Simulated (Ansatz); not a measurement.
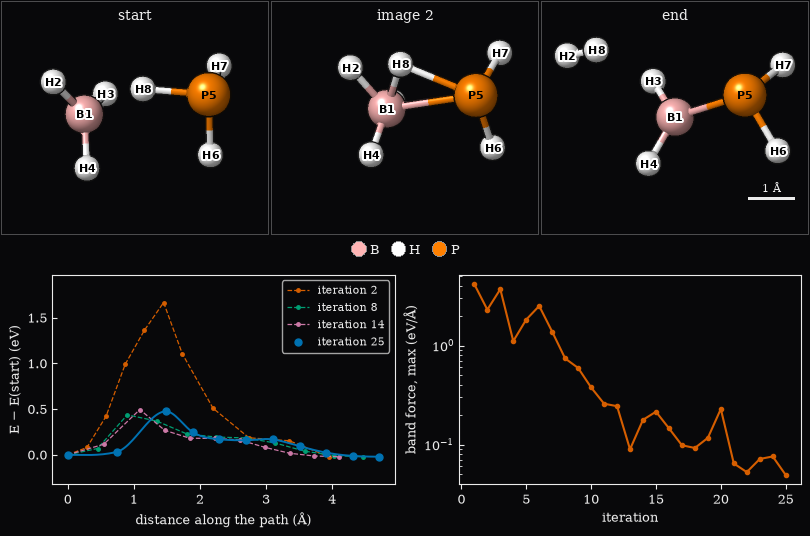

NEB run on BPH$_{6}$. Images are numbered from 0 (start) to 10 (end). The plot follows the band through its iterations. Style: ball-and-stick. Shown at a tilt.

The calculation used RKS B3LYP-D4/def2-SVP (Ansatz). Set-up: 9 movable images; climbing image; force threshold 0.05 eV/Å; iteration limit 60; starting path through a guess of the saddle point.

**How did the profile develop, and is the result final?**

The run is converged, with reservations. The band converged in 25 iterations. The largest component of the band force went from 4.2 to 0.049 eV/Å. The climbing image converged on the top of the path. Its vibrational analysis gives one imaginary mode (810i cm⁻¹), as a transition state must have. The first iteration put the highest image at 2.73 eV. Forward barrier 0.48 eV, backward barrier 0.50 eV, with image 2 at the top; the reaction energy is −0.02 eV.
